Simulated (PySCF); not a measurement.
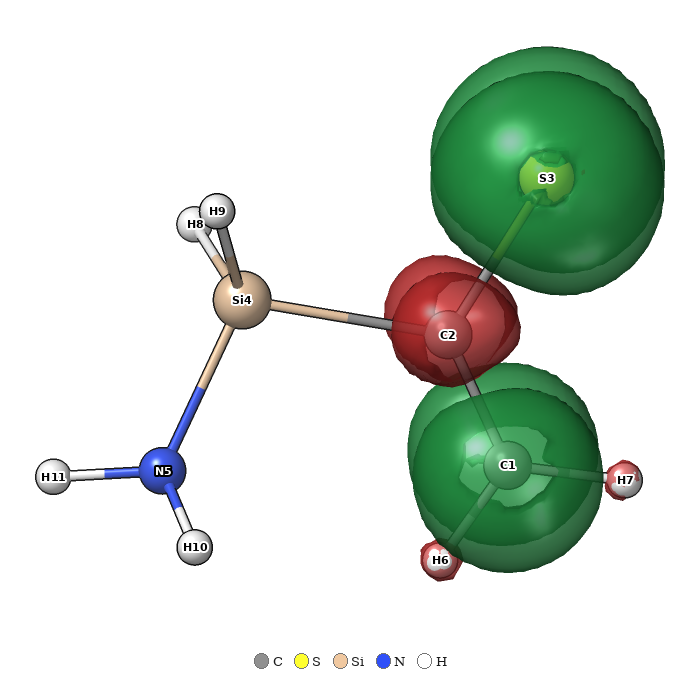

Figure 1: C₂H₆NSSi (doublet). Isosurfaces of the spin density at +0.02 (green) and −0.02 e/Å³ (red), seen across its widest extent.

Geometry: GFN2-xTB.

Method: UKS B3LYP, pcH-1 on C H N S Si, non-relativistic, mean-field spin-orbit, GIAO in PySCF 2.14.0, density-fitted response routines.

```xyz
11

C     1.6243   -0.5938   -0.4909
C     1.0848    0.3653    0.2652
S     1.9922    1.4678    1.2040
Si   -0.7900    0.7002    0.3923
N    -1.5436   -0.6112   -0.4272
H     1.0041   -1.2502   -1.0755
H     2.6911   -0.7412   -0.5512
H    -1.1082    1.9048   -0.3691
H    -1.1024    0.8574    1.8179
H    -1.3205   -1.5567   -0.1592
H    -2.5263   -0.5399   -0.6322
```

Which atoms carry the spin?

Answer. The unpaired spin (1 electron) lies mostly on S3 (about 0.7) and C1 (about 0.3), in electrons by Hirshfeld's partition.
